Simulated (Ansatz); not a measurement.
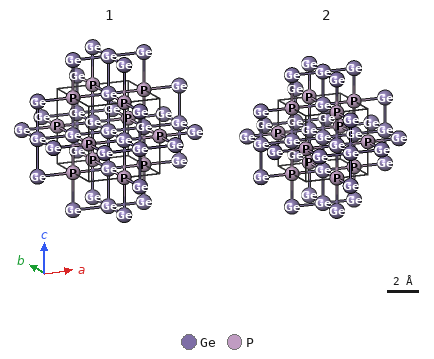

Two geometries of crystalline Ge$_{4}$P$_{3}$ (a generated structure, set up in Pm-3m) (coarse preliminary run), drawn at one scale. One is the start of a relaxation, the other its converged end. Style: ball-and-stick. Shown: the cell of the calculation, slightly off an axis.

These are results of Ansatz, DFT PBE, scalar-relativistic, plane waves, PAW, not measurements. (plane-wave cutoff 420 eV; k-point mesh 4 × 4 × 4; occupations gaussian; smearing width 0.1 eV; no spin polarisation; cell and atoms relaxed; force threshold 0.04 eV/Å; at most 70 steps)

Question: Which one is relaxed?

Answer: Structure 1 is the relaxed one. No atom moves by more than 0.005 Å relative to the cell. The drawn cell changes as follows: a = b = c 4.515 → 5.154 Å (+14.2 %); the volume changes by +48.8 %. Among the contacts that change: Ge–Ge 2.257 → 2.577 Å, Ge–P 2.257 → 2.577 Å. The space group stays Pm-3m (No. 221). After 6 accepted moves (8 points after the start) the energy has fallen by 1010 meV per atom. All forces vanish by symmetry, so only the cell relaxes. The pressure goes from 71.81 to 0.03 GPa. At 2 points the geometry stayed and the basis and grid were re-selected for the new cell (energy shift of 23.4 meV per atom at most each time). Cost: 27 s on 1 thread of Arm Neoverse V2 (shared host), peak memory 0.39 GiB.
